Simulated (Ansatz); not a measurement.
GeH3···HCl (doublet)

Input file:

```
crystal:
  periodic: [false, false, false]
  atoms:
    - { symbol: Ge, position_ang: [0.008806, 0.0, -0.074806] }
    - { symbol: H, position_ang: [0.05472, 0.0, 1.469277] }
    - { symbol: H, position_ang: [1.440747, 0.0, -0.60981] }
    - { symbol: H, position_ang: [-0.728448, 1.252157, -0.54922] }
    - { symbol: H, position_ang: [-0.728448, -1.252157, -0.54922] }
    - { symbol: Cl, position_ang: [-0.045776, 0.0, 4.03518] }
magnetization:
  spin_polarized: true
  initial_magnetization: 1
basis:
  gaussian: { orbitals: def2-SVP }
hamiltonian:
  xc: { name: BHLYP }
relax:
  f_tol: 0.03
  max_steps: 50
output:
  orbitals: {}
```

Run with:

```sh
ansatz run input.yaml --threads 2 --pin off --max-ram 3072MiB --backend cpu --events-out ev --progress --plain --runs-dir out
```

The fields are those of the relaxed geometry.

Method: Ansatz, UKS BHLYP/def2-SVP.

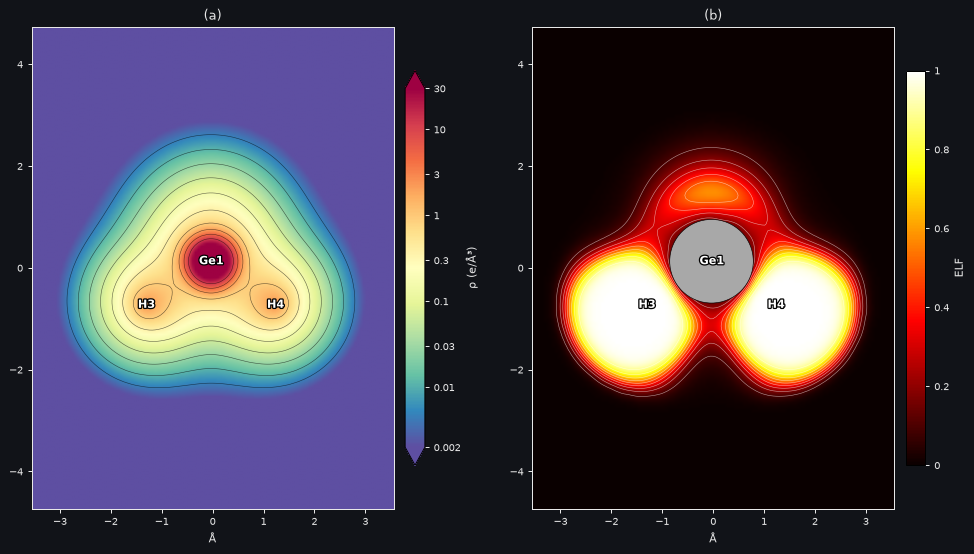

Figure 1. (a) total electron density; (b) electron localisation function on the plane of atoms H3, Ge1 and H4. Grey discs cover the atomic cores in the ELF map.

Q: Interpret the plot.

A: The section cuts through Ge and H sites.
Ge–H (1.53 Å): ρ is about 1 e/Å³ halfway; the ELF climbs to about 1 towards the hydrogen.

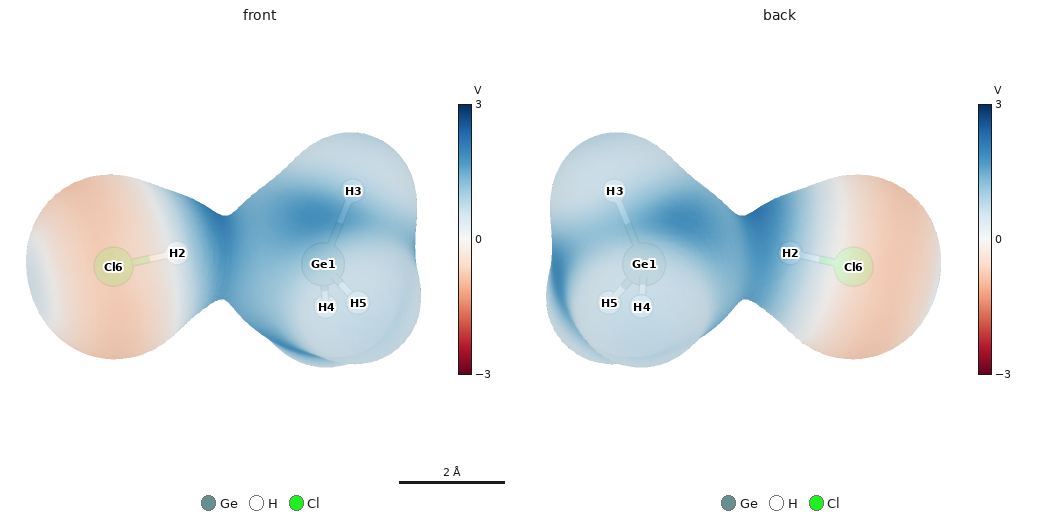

Figure 2. The electrostatic potential painted on the density surface at 0.004 e/bohr³, seen from the front and from behind; red is negative and blue positive.

Q: Where is the surface potential most negative and most positive?

A: The most negative region (about −0.7 V) lies over Cl6, the most positive (about +2.0 V) over Ge1 and H2. Cl6 shows a σ-hole: about +0.5 V at the tip opposite its bond, against about −0.7 V on its flanks.

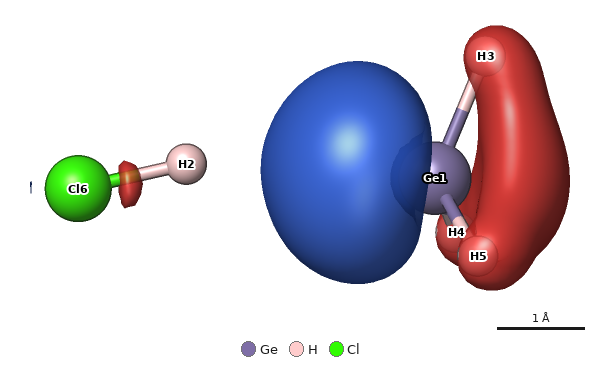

Figure 3. The HOMO (α) at ±0.15 Å⁻³ᐟ² (blue and red are the two phases), seen across its widest extent.

Q: Where does this orbital lie, and at what energy?

A: By Hirshfeld shares it lies mainly on Ge1 (about 75 %). Its energy is −7.55 eV.
